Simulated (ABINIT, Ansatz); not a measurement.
# BaZrO3 (Pm-3m): zone-centre phonons

Which modes does BaZrO3 (Pm-3m) have at the zone centre?

Program: ABINIT 10.8.3. Level of theory: DFT LDA, scalar-relativistic, plane waves, PseudoDojo norm-conserving pseudopotentials. Results are calculated unless marked as measured.

**What experiment says.**

For BaZrO3, cubic perovskite (undoped submicron crystals from molten salt synthesis), “Excitation-Dependent Photoluminescence of BaZrO3:Eu3+ Crystals” (2022, pmc:9457899) gives, by XRD Rietveld refinement: lattice constant a (a, undoped) 4.1947 ± 0.0002 Å [submicron molten-salt powder; measurement temperature not stated].

For BaZrO3, cubic perovskite (ceramic, earlier study, 300 K), “Broadband dielectric spectroscopy of Ba(Zr,Ti)O3: dynamics of relaxors and diffuse ferroelectrics” (2013, arxiv:1312.3131) quotes earlier work: static dielectric constant (static permittivity) about 36 [polycrystalline ceramic; value quoted from the authors' earlier paper].

“Lattice dynamics and Raman spectrum of BaZrO3 single crystals” (2019, arxiv:1907.02008) quotes from earlier work for BaZrO3, cubic perovskite (polycrystalline, earlier work): infrared mode (TO1 at Gamma, T1u) 116 cm⁻¹ [Literature IR value quoted for comparison; temperature and sample not stated in passage]; infrared mode (TO2 at Gamma, T1u) 214 cm⁻¹ [Literature IR value quoted for comparison; temperature and sample not stated in passage]; infrared mode (TO3 at Gamma, T1u) 520 cm⁻¹ [Literature IR value quoted for comparison; temperature and sample not stated in passage].

## Step 1: The structure

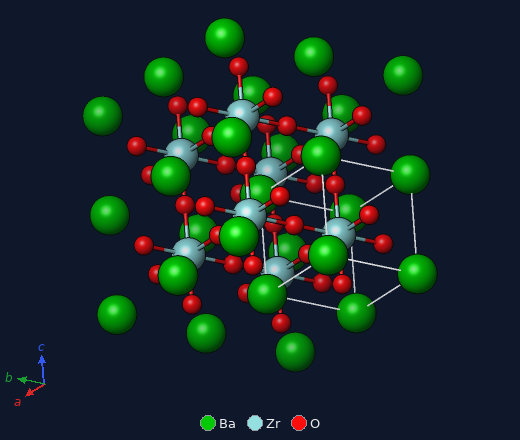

The cell as given, from a free direction (barium green, zirconium light teal, oxygen red). 2×2×2 cells are drawn. Some periodic images of atoms are drawn too.

## Step 2: Relaxing the cell and atoms

The harmonic expansion needs vanishing forces, and a free crystal bears no stress, so cell and atoms are brought to rest. Stress is more sensitive to the basis than forces are: the last 3 Ha under the cutoff are smoothed with ecutsm, and the cutoff is raised above that of the later runs.

The starting cell comes from a relaxation made beforehand in Ansatz (LDA, PseudoDojo NC).

File relax.abi:

```
# relaxation
ionmov 2
optcell 2
dilatmx 1.08
ntime 40
tolmxf 1.0d-05
tolvrs 1.0d-14
prtwf 0
prtden 0
chksymtnons 0

# basis, mesh and filling
ecut 44.0
ecutsm 3.0
ngkpt 6 6 6
nshiftk 1
shiftk 0.0 0.0 0.0
istwfk *1
occopt 1
nband 20
nstep 100
diemac 9.0
prtebands 0
prtgsr 0
useylm 1

# cell and atoms
acell 3*1.0 Angstrom
rprim 
    4.145706805 0.0 0.0
    0.0 4.145706805 0.0
    0.0 0.0 4.145706805
ntypat 3
znucl 56 40 8
natom 5
typat 1 2 3 3 3
xred 
    0.0 0.0 0.0
    0.5 0.5 0.5
    0.0 0.5 0.5
    0.5 0.0 0.5
    0.5 0.5 0.0
pp_dirpath "./pseudo"
pseudos "Ba.upf, Zr.upf, O.upf"
```

Launch:

```console
OMP_NUM_THREADS=1 mpirun -n 4 abinit relax.abi > relax.log
```

Numbers of over 12 decimals in the logs are rounded to 6 here.

relax.abo, the main output file:

```text
[banners, grids, parts of the stress and lines that vanish by symmetry left out]
- input  file    -> relax.abi
- output file    -> relax.abo
- root for input  files -> relaxi
[...]
Symmetries : space group Pm -3 m (#221); Bravais cP (primitive cubic)
[...]
mpw =        8490          nfft =      157464          nkpt =          20
[...]
== DATASET  1 ==================================================================
[...]
cutoff_energies: {ecut:  44.0, pawecutdg:  -1.0, }
[...]
ETOT  1  -128.31082114004    -1.283E+02 1.796E-01 1.138E+03
 ETOT  2  -128.56360181894    -2.528E-01 2.269E-02 8.479E+02
 ETOT  3  -128.73014240055    -1.665E-01 5.602E-03 1.937E+02
 ETOT  4  -128.76289398455    -3.275E-02 3.788E-04 6.086E+00
 ETOT  5  -128.76377596944    -8.820E-04 3.776E-05 7.287E-01
[...]
At SCF step   17       vres2   =  1.45E-15 < tolvrs=  1.00E-14 =>converged.
[...]
sigma(1 1)= -1.72758051E-05  sigma(3 2)=  0.00000000E+00
  sigma(2 2)= -1.72758051E-05  sigma(3 1)=  0.00000000E+00
  sigma(3 3)= -1.72758051E-05  sigma(2 1)=  0.00000000E+00
[...]
convergence: {deltae: -6.395E-12, res2:  1.445E-15, residm:  1.245E-16, diffor: null, }
etotal    :  -1.28763890E+02
[...]
ETOT  1  -128.76380978428    -1.288E+02 2.078E-09 1.024E+00
[...]
At SCF step   13       vres2   =  1.35E-15 < tolvrs=  1.00E-14 =>converged.
[...]
sigma(1 1)= -7.94601707E-06  sigma(3 2)=  0.00000000E+00
  sigma(2 2)= -7.94601707E-06  sigma(3 1)=  0.00000000E+00
  sigma(3 3)= -7.94601707E-06  sigma(2 1)=  0.00000000E+00
[...]
convergence: {deltae: -9.663E-13, res2:  1.347E-15, residm:  6.699E-19, diffor: null, }
etotal    :  -1.28763899E+02
[...]
ETOT  1  -128.76383649918    -1.288E+02 1.467E-09 7.456E-01
[...]
ETOT 12  -128.76390152008    -2.302E-12 8.685E-18 5.079E-14
 ETOT 13  -128.76390152007     8.100E-12 3.133E-19 9.508E-16
 At SCF step   13       vres2   =  9.51E-16 < tolvrs=  1.00E-14 =>converged.
[...]
sigma(1 1)= -3.12124092E-08  sigma(3 2)=  0.00000000E+00
  sigma(2 2)= -3.12124092E-08  sigma(3 1)=  0.00000000E+00
  sigma(3 3)= -3.12124092E-08  sigma(2 1)=  0.00000000E+00
[...]
convergence: {deltae:  8.100E-12, res2:  9.508E-16, residm:  3.133E-19, diffor: null, }
etotal    :  -1.28763902E+02
[...]
At Broyd/MD step   3, gradients are converged :
[...]
sigma(1 1)= -3.12124092E-08  sigma(3 2)=  0.00000000E+00
  sigma(2 2)= -3.12124092E-08  sigma(3 1)=  0.00000000E+00
  sigma(3 3)= -3.12124092E-08  sigma(2 1)=  0.00000000E+00
[...]
- sigma(1 1)= -9.18300784E-04  sigma(3 2)=  0.00000000E+00
- sigma(2 2)= -9.18300784E-04  sigma(3 1)=  0.00000000E+00
- sigma(3 3)= -9.18300783E-04  sigma(2 1)=  0.00000000E+00
[...]
fcart     -0.0000000000E+00 -0.0000000000E+00 -0.0000000000E+00
           strten     -3.1212409246E-08 -3.1212409227E-08 -3.1212409213E-08
================================================================================

[key lines of the parts left out:]
pressure_GPa:   9.1830E-04
Total energy (etotal) [Ha]= -1.28763901520074E+02
```

It took 2 min on 4 MPI ranks of Intel Xeon Platinum 8488C (Sapphire Rapids), shared host.

Little changed from the start: no atom moved by 0.005 Å and no cell edge by 0.1 %.

Read from the output:

```
volume per atom : 14.29 Å³
pressure        : 9.18e-4 GPa
```

The volume changes by +0.3 % from the cell with which this run began.

## Step 3: Self-consistent run for the response

The response is built on these wavefunctions, so the potential is converged far more tightly than an energy would need.

File gs.abi:

```
# ground state
tolvrs 1.0d-16
prtden 1
prtwf 1

# basis, mesh and filling
ecut 36.0
ngkpt 6 6 6
nshiftk 1
shiftk 0.0 0.0 0.0
istwfk *1
occopt 1
nband 20
nstep 100
diemac 9.0
prtebands 0
prtgsr 0
useylm 1

# cell and atoms
acell 3*1.0 Angstrom
rprim 
    4.149690634 0.0 0.0
    0.0 4.149690634 0.0
    0.0 0.0 4.149690634
ntypat 3
znucl 56 40 8
natom 5
typat 1 2 3 3 3
xred 
    0.0 0.0 0.0
    0.5 0.5 0.5
    0.0 0.5 0.5
    0.5 0.0 0.5
    0.5 0.5 0.0
pp_dirpath "./pseudo"
pseudos "Ba.upf, Zr.upf, O.upf"
```

Launch:

```console
OMP_NUM_THREADS=1 mpirun -n 4 abinit gs.abi > gs.log
```

gs.abo, the main output file:

```text
[banners, grids, parts of the stress and lines that vanish by symmetry left out]
- input  file    -> gs.abi
- output file    -> gs.abo
- root for input  files -> gsi
[...]
Symmetries : space group Pm -3 m (#221); Bravais cP (primitive cubic)
[...]
mpw =        5017          nfft =       91125          nkpt =          20
[...]
== DATASET  1 ==================================================================
[...]
cutoff_energies: {ecut:  36.0, pawecutdg:  -1.0, }
[...]
ETOT  1  -128.30865275113    -1.283E+02 2.412E-01 6.416E+02
 ETOT  2  -128.56985117419    -2.612E-01 2.404E-02 4.674E+02
 ETOT  3  -128.72792742255    -1.581E-01 9.414E-03 1.142E+02
 ETOT  4  -128.76031496295    -3.239E-02 3.651E-04 8.735E+00
 ETOT  5  -128.76254426834    -2.229E-03 3.264E-05 1.076E+00
[...]
ETOT 17  -128.76284951021    -4.405E-12 1.598E-17 7.714E-16
 ETOT 18  -128.76284951021     3.865E-12 1.086E-18 6.904E-17
 At SCF step   18       vres2   =  6.90E-17 < tolvrs=  1.00E-16 =>converged.
[...]
sigma(1 1)=  2.66455543E-05  sigma(3 2)=  0.00000000E+00
  sigma(2 2)=  2.66455543E-05  sigma(3 1)=  0.00000000E+00
  sigma(3 3)=  2.66455543E-05  sigma(2 1)=  0.00000000E+00
[...]
convergence: {deltae:  3.865E-12, res2:  6.904E-17, residm:  1.086E-18, diffor: null, }
etotal    :  -1.28762850E+02
[...]
sigma(1 1)=  2.66455543E-05  sigma(3 2)=  0.00000000E+00
  sigma(2 2)=  2.66455543E-05  sigma(3 1)=  0.00000000E+00
  sigma(3 3)=  2.66455543E-05  sigma(2 1)=  0.00000000E+00
[...]
- sigma(1 1)=  7.83939273E-01  sigma(3 2)=  0.00000000E+00
- sigma(2 2)=  7.83939273E-01  sigma(3 1)=  0.00000000E+00
- sigma(3 3)=  7.83939273E-01  sigma(2 1)=  0.00000000E+00
[...]
fcart     -0.0000000000E+00 -0.0000000000E+00 -0.0000000000E+00
           strten      2.6645554318E-05  2.6645554318E-05  2.6645554318E-05
================================================================================

[key lines of the parts left out:]
pressure_GPa:  -7.8394E-01
```

Elapsed: 29 s, on 4 MPI ranks; 1.9 min of CPU time.

Read from the output:

| Item | Value |
| --- | --- |
| pressure | -0.7839 GPa |

The cell stands at -0.78 GPa: the relaxation ran with a smoothed and higher cutoff, and the difference is a stress of the finite basis.

## Step 4: The gap at rest

Empty bands on the ground state's density check that the gap assumed so far is there in this cell.

File gap.abi:

```
# empty bands on the ground state's density
iscf -2
getden_filepath "gso_DEN"
tolwfr 1.0d-12
nbdbuf 2
prtwf 0

# basis, mesh and filling
ecut 36.0
ngkpt 6 6 6
nshiftk 1
shiftk 0.0 0.0 0.0
istwfk *1
occopt 1
nband 24
nstep 100
diemac 9.0
prtebands 0
prtgsr 0
useylm 1

# cell and atoms
acell 3*1.0 Angstrom
rprim 
    4.149690634 0.0 0.0
    0.0 4.149690634 0.0
    0.0 0.0 4.149690634
ntypat 3
znucl 56 40 8
natom 5
typat 1 2 3 3 3
xred 
    0.0 0.0 0.0
    0.5 0.5 0.5
    0.0 0.5 0.5
    0.5 0.0 0.5
    0.5 0.5 0.0
pp_dirpath "./pseudo"
pseudos "Ba.upf, Zr.upf, O.upf"
```

Launch:

```console
OMP_NUM_THREADS=1 mpirun -n 4 abinit gap.abi > gap.log
```

gap.abo, the main output file:

```text
[banners, grids, parts of the stress and lines that vanish by symmetry left out]
- input  file    -> gap.abi
- output file    -> gap.abo
- root for input  files -> gapi
[...]
Symmetries : space group Pm -3 m (#221); Bravais cP (primitive cubic)
[...]
mpw =        5017          nfft =       91125          nkpt =          20
[...]
== DATASET  1 ==================================================================
[...]
cutoff_energies: {ecut:  36.0, pawecutdg:  -1.0, }
[...]
-outvars: echo values of variables after computation
            acell      1.8897261259E+00  1.8897261259E+00  1.8897261259E+00 Bohr
================================================================================
```

The job ended after 20 s (4 MPI ranks).

Numbers from this step:

| Property | Result |
| --- | --- |
| gap on the k-mesh | 3.173 eV |

In this cell the gap on the mesh is 3.2 eV, indirect (smallest direct 3.3 eV), so fixed occupations hold.

## Step 5: Zone-centre response

The derivative of the wavefunctions by k comes first, since the response to a field is built on it; then the field and the displacements that symmetry doesn't supply are solved at q = 0.

It reads the wavefunctions written in step 3.

File dfpt_gamma.abi:

```
ndtset 2

# common to the responses
getwfk_filepath "gso_WFK"
kptopt 2
nqpt 1
qpt 0.0 0.0 0.0
asr 0
chneut 0

# d/dk
rfelfd1 2
rfdir1 1 1 1
iscf1 -3
tolwfr1 1.0d-20

# displacements, field
rfphon2 1
rfatpol2 1 5
rfdir2 1 1 1
rfelfd2 3
getddk2 1
tolvrs2 1.0d-10
prtwf2 0

# basis, mesh and filling
ecut 36.0
ngkpt 6 6 6
nshiftk 1
shiftk 0.0 0.0 0.0
istwfk *1
occopt 1
nband 20
nstep 100
diemac 9.0
prtebands 0
prtgsr 0
useylm 1

# cell and atoms
acell 3*1.0 Angstrom
rprim 
    4.149690634 0.0 0.0
    0.0 4.149690634 0.0
    0.0 0.0 4.149690634
ntypat 3
znucl 56 40 8
natom 5
typat 1 2 3 3 3
xred 
    0.0 0.0 0.0
    0.5 0.5 0.5
    0.0 0.5 0.5
    0.5 0.0 0.5
    0.5 0.5 0.0
pp_dirpath "./pseudo"
pseudos "Ba.upf, Zr.upf, O.upf"
```

Launch:

```console
OMP_NUM_THREADS=1 mpirun -n 4 abinit dfpt_gamma.abi > dfpt_gamma.log
```

dfpt_gamma.abo, the main output file:

```text
[banners, grids, parts of the stress and lines that vanish by symmetry left out]
- input  file    -> dfpt_gamma.abi
- output file    -> dfpt_gamma.abo
- root for input  files -> dfpt_gammai
[...]
DATASET    1 : space group Pm -3 m (#221); Bravais cP (primitive cubic)
[...]
nfft =       91125          nkpt =         112
[...]
DATASET    2 : space group Pm -3 m (#221); Bravais cP (primitive cubic)
[...]
nfft =       91125          nkpt =         112
[...]
== DATASET  1 ==================================================================
[...]
cutoff_energies: {ecut:  36.0, pawecutdg:  -1.0, }
[...]
-  8.00000   6.00000  201201                  znucl, zion, pspdat
[...]
Perturbation : derivative vs k along direction   1
[...]
-ETOT  1  -26.532987855917     -2.653E+01 4.355E-01 0.000E+00
 ETOT  2  -26.674552455025     -1.416E-01 3.692E-03 0.000E+00
 ETOT  3  -26.677826796601     -3.274E-03 1.272E-04 0.000E+00
 ETOT  4  -26.677942267684     -1.155E-04 1.299E-05 0.000E+00
 ETOT  5  -26.677947464507     -5.197E-06 8.942E-07 0.000E+00
[...]
At SCF step   20   max residual=  9.99E-21 < tolwfr=  1.00E-20 =>converged.
[...]
Perturbation : derivative vs k along direction   2
[...]
-ETOT  1  -26.532628910715     -2.653E+01 4.355E-01 0.000E+00
[...]
At SCF step   20   max residual=  9.99E-21 < tolwfr=  1.00E-20 =>converged.
[...]
Perturbation : derivative vs k along direction   3
[...]
-ETOT  1  -26.532987872743     -2.653E+01 4.355E-01 0.000E+00
[...]
At SCF step   20   max residual=  9.99E-21 < tolwfr=  1.00E-20 =>converged.
[...]
1        1       0.7894795778   -0.0000000000
     1        2       0.0000000000    0.0000000000
     1        3       0.0000000000    0.0000000000
     2        1       0.0000000000    0.0000000000
     2        2       0.7894795778    0.0000000000
     2        3       0.0000000000    0.0000000000
     3        1       0.0000000000    0.0000000000
     3        2       0.0000000000    0.0000000000
     3        3       0.7894795778    0.0000000000
[...]
== DATASET  2 ==================================================================
[...]
cutoff_energies: {ecut:  36.0, pawecutdg:  -1.0, }
[...]
Perturbation : displacement of atom   1   along direction   1
[...]
-ETOT  1   2.881399     -7.971E+02 1.936E+00 1.567E+03
[...]
At SCF step    9       vres2   =  4.76E-11 < tolvrs=  1.00E-10 =>converged.
[...]
Perturbation : displacement of atom   2   along direction   1
[...]
-ETOT  1   8.954709     -2.662E+03 1.263E+01 1.210E+03
[...]
At SCF step   10       vres2   =  3.08E-11 < tolvrs=  1.00E-10 =>converged.
[...]
Perturbation : displacement of atom   3   along direction   1
[...]
-ETOT  1   18.397228395671     -3.763E+03 4.921E+00 1.336E+04
[...]
At SCF step   11       vres2   =  2.43E-12 < tolvrs=  1.00E-10 =>converged.
[...]
Perturbation : displacement of atom   3   along direction   2
[...]
-ETOT  1   6.565790     -3.679E+03 2.550E+00 7.249E+03
[...]
At SCF step   12       vres2   =  2.65E-12 < tolvrs=  1.00E-10 =>converged.
[...]
Perturbation : homogeneous electric field along direction   1
[...]
-ETOT  1  -92.700173954519     -9.270E+01 1.105E+00 6.414E+03
[...]
ETOT  9  -96.127424690878     -2.369E-10 3.024E-11 2.174E-10
 ETOT 10  -96.127424690890     -1.278E-11 2.741E-12 5.366E-11
 At SCF step   10       vres2   =  5.37E-11 < tolvrs=  1.00E-10 =>converged.
[...]
Dielectric tensor, in cartesian coordinates,
[...]
1    7   1    7         4.9019602281        -0.0000000000
   1    7   2    7        -0.0000000000        -0.0000000000
   1    7   3    7        -0.0000000000        -0.0000000000
   2    7   1    7        -0.0000000000        -0.0000000000
   2    7   2    7         4.9019602281        -0.0000000000
   2    7   3    7        -0.0000000000        -0.0000000000
   3    7   1    7        -0.0000000000        -0.0000000000
   3    7   2    7        -0.0000000000        -0.0000000000
   3    7   3    7         4.9019602281        -0.0000000000
  Effective charges, in cartesian coordinates,
[...]
1    1   1    7         2.7355569430         0.0000000000
   2    1   1    7         0.0000000000         0.0000000000
   3    1   1    7         0.0000000000         0.0000000000
   1    2   1    7         6.1139876552         0.0000000000
   2    2   1    7         0.0000000000         0.0000000000
[...]
Effective charges, in cartesian coordinates,
[...]
2    7   1    5         0.0000000000         0.0000000000
   3    7   1    5         0.0000000000         0.0000000000
   1    7   2    5         0.0000000000         0.0000000000
   2    7   2    5        -2.0274385412         0.0000000000
   3    7   2    5         0.0000000000         0.0000000000
   1    7   3    5         0.0000000000         0.0000000000
   2    7   3    5         0.0000000000         0.0000000000
   3    7   3    5        -4.8053738821         0.0000000000
  Phonon wavevector (reduced coordinates) :  0.00000  0.00000  0.00000
 Phonon energies in Hartree :
[...]
Phonon frequencies in cm-1    :
-  1.269766E+00  1.269766E+00  1.269766E+00  9.736178E+01  9.736178E+01
-  9.736178E+01  1.730236E+02  1.730236E+02  1.730236E+02  1.941368E+02
-  1.941368E+02  1.941368E+02  5.248836E+02  5.248836E+02  5.248836E+02
  Phonon at Gamma, with non-analyticity in the
[...]
Phonon energies in Hartree :
[...]
Phonon frequencies in cm-1    :
-  1.269766E+00  1.269766E+00  1.270301E+00  9.736178E+01  9.736178E+01
-  1.377677E+02  1.730236E+02  1.730236E+02  1.730236E+02  1.941368E+02
-  1.941368E+02  3.657224E+02  5.248836E+02  5.248836E+02  7.142027E+02
  Phonon at Gamma, with non-analyticity in the
[...]
Phonon energies in Hartree :
[...]
Phonon frequencies in cm-1    :
-  1.269766E+00  1.269766E+00  1.270301E+00  9.736178E+01  9.736178E+01
-  1.377677E+02  1.730236E+02  1.730236E+02  1.730236E+02  1.941368E+02
-  1.941368E+02  3.657224E+02  5.248836E+02  5.248836E+02  7.142027E+02
  Phonon at Gamma, with non-analyticity in the
[...]
Phonon energies in Hartree :
[...]
Phonon frequencies in cm-1    :
-  1.269766E+00  1.269766E+00  1.270301E+00  9.736178E+01  9.736178E+01
-  1.377677E+02  1.730236E+02  1.730236E+02  1.730236E+02  1.941368E+02
-  1.941368E+02  3.657224E+02  5.248836E+02  5.248836E+02  7.142027E+02
[...]
fcart2     0.0000000000E+00  0.0000000000E+00  0.0000000000E+00
           strten2     0.0000000000E+00  0.0000000000E+00  0.0000000000E+00
================================================================================
```

Run time: 10 min. Hardware: 4 MPI ranks; 42 min of CPU time.

This step gave:

| Property | Result |
| --- | --- |
| miss of the charge sum rule | 0.01071 e |
| largest acoustic frequency at the zone centre before the sum rule | 1.27 cm⁻¹ |
| highest optical zone-centre mode (no LO-TO term) | 524.9 cm⁻¹ |
| lowest optical zone-centre mode | 97.36 cm⁻¹ |
| mean high-frequency dielectric constant | 4.902 |
| largest Born charge in size (third of the trace) | 6.114 e |

Born charge (rows field, columns displacement), before the sum rule (e), principal values of the symmetric part by kind of site:

```
atom  atoms with these values    low  middle   high   mean
 Ba1                        1   2.74    2.74   2.74   2.74
 Zr2                        1   6.11    6.11   6.11   6.11
  O3                        3  -4.81   -2.03  -2.03  -2.95
```

In full for Ba1:

```
2.74 0.00 0.00
0.00 2.74 0.00
0.00 0.00 2.74
```

High-frequency dielectric tensor:

```
4.90 0.00 0.00
0.00 4.90 0.00
0.00 0.00 4.90
```

The acoustic modes at Γ come out as far as 1.3 cm⁻¹ from zero, where they should vanish, a small numerical error; the Born charges miss their sum rule by 0.011 e, which is good.

(Part 1 of 3 ends here.)

[Host names and launcher messages were left out of these logs when they were recorded.]

[Logs are printed without paths, hosts, clocks, repeated set-up lines and the standing remarks that a program may print on its own settings, such as how far it seeks lower states.]

[Hosts, paths, dates, database ids (printed as entryN), source tags and the programs' standing remarks are cut or masked in the printed files.]
